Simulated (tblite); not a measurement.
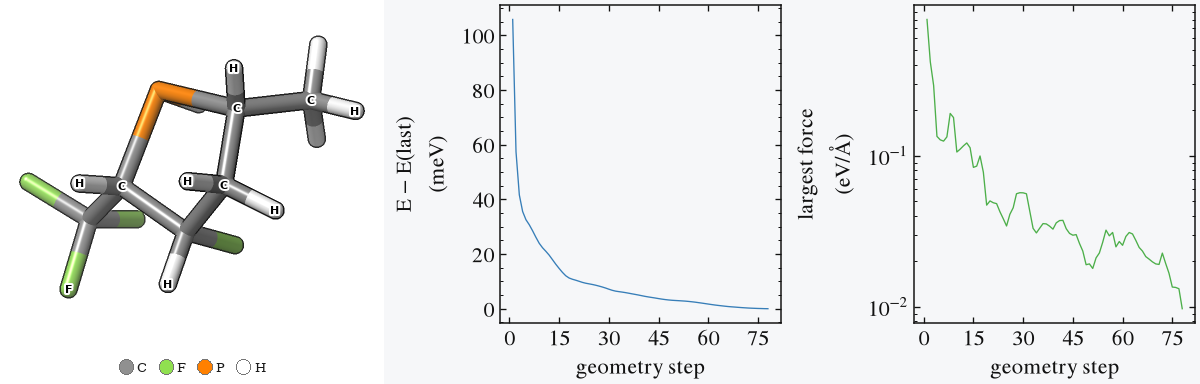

Beside the plot: the molecule at the start.

History of a geometry optimisation.

C₆H₉F₄P (SMILES C[C@@H]1C[C@H](F)[C@H](C(F)(F)F)P1); tblite 0.8.0, GFN2-xTB geometry optimisation, gas phase.

### How did it end, and what did it gain?

The optimisation met its thresholds at geometry 78, counting the start as the first. The energy fell by about 110 meV from the first step to the last. The largest force goes from about 0.8 eV/Å at the start to 0.01 eV/Å at the end.
